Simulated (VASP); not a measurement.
Band structure of PbTe (rock salt). These are r2SCAN meta-GGA, VASP's PBE PAW potentials (set 64) (plane waves; VASP) values and carry that method's errors.

Unless said otherwise, spin-orbit coupling is left out, though it shifts the bands of the heavy elements here.

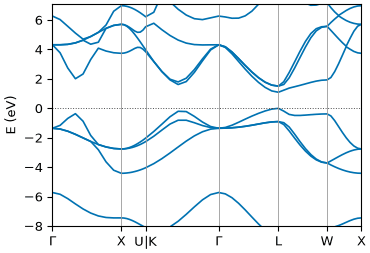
Fig. 1. Bands along high-symmetry lines, zero at the valence-band maximum or, without a gap, the Fermi level

**Question.** Read the plot: is there a gap, and where are the band edges?

**Answer.** The gap is direct, 1.09 eV, from the valence maximum at L to the conduction minimum at L.

The compound is PbTe in the rock salt structure. It was relaxed first.
